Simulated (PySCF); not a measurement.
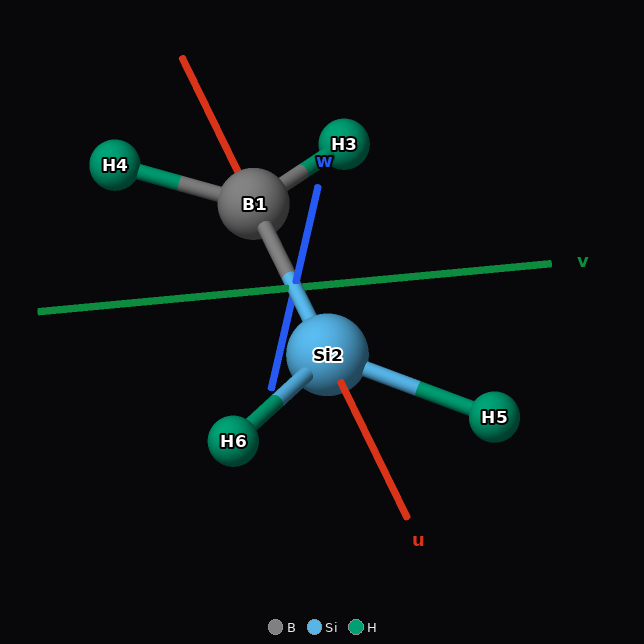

The lines u, v and w are the principal axes of the g tensor. Charge 0, doublet. The computed structure is the end point of a GFN2-xTB optimisation. No frequency run is at hand to confirm it as a minimum. Level of theory: UKS B3LYP, pcH-1 on B H Si, non-relativistic, mean-field spin-orbit, GIAO (PySCF 2.14.0).

Along which axis does g lie farthest from the free-electron value?

Along u (in the molecular plane, nearly parallel to the B1–Si2 bond): the shift is 2327 ppm.

Give the principal values and shifts.

| axis | g | shift (ppm) |
| --- | --- | --- |
| u | 2.00465 | 2327 |
| v | 2.00313 | 808 |
| w | 2.00227 | −54 |

The geometry is semi-empirical. Around B, Si such bond lengths and angles can be off by a tenth of an ångström or more and by several degrees, and values that hang on the shape move with them.
